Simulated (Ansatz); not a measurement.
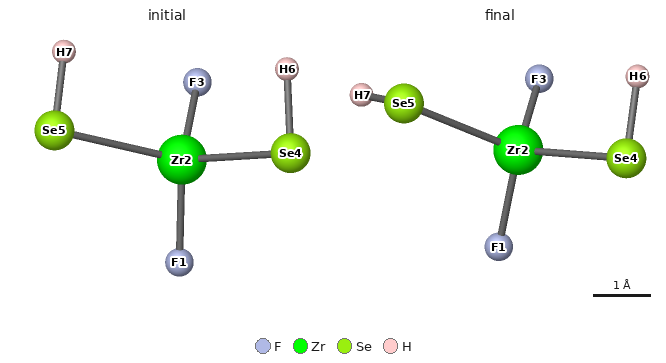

The structure of ZrH₂Se₂F₂ before (left) and after (right) a relaxation, at one scale.

The picture is a ball-and-stick view, seen at a tilt.

The start comes from PBE-D4/def2-SVP.

All numbers below come from RKS PBE0-D4/def2-TZVP (Ansatz).

The input:
```yaml
crystal:
  periodic: [false, false, false]
  atoms:
    - {symbol: F, position_ang: [0.302224, -2.496660, -0.526336]}
    - {symbol: Zr, position_ang: [0.210530, -0.681389, 0.029321]}
    - {symbol: F, position_ang: [1.243652, -0.131520, 1.532658]}
    - {symbol: Se, position_ang: [-2.284147, -0.259220, 0.550841]}
    - {symbol: Se, position_ang: [0.941888, 0.795442, -1.962227]}
    - {symbol: H, position_ang: [-1.833179, 0.969945, 1.266348]}
    - {symbol: H, position_ang: [1.480232, 1.735502, -0.936205]}
basis:
  gaussian: {orbitals: def2-TZVP}
hamiltonian: {xc: pbe0, dispersion: d4}
relax: {f_tol: 0.005, max_steps: 150}
```

Command:
```bash
ansatz run in.yaml --threads 4 --pin off --events-out ev --progress --plain --max-ram 11315MiB
```

Question: What changed between the two?

Answer: H7 moves most after the best rigid fit: 1.08 Å. By element the largest moves are H 1.08 Å, Se 0.63 Å, F 0.37 Å, Zr 0.21 Å. Among the contacts that change: Zr2–Se4 2.583 → 2.560 Å, Se4–H6 1.492 → 1.475 Å, Zr2–F3 1.905 → 1.889 Å, Zr2–Se5 2.585 → 2.570 Å. Bond angles that change, for instance: F1–Zr2–F3 118.7° → 111.2°, Se4–Zr2–Se5 109.6° → 104.5°, F1–Zr2–Se4 105.2° → 109.8°. Groups turn about Zr2–Se5 by about 75°. After 34 accepted moves (39 points after the start) the energy has fallen by 0.030 eV. The largest force component goes from 0.44 to 0.0042 eV/Å. The line search rejected the trial steps at points 4, 6, 13, 14, 27 of the run. The forces were under the threshold at step 36, but the run went on from there.
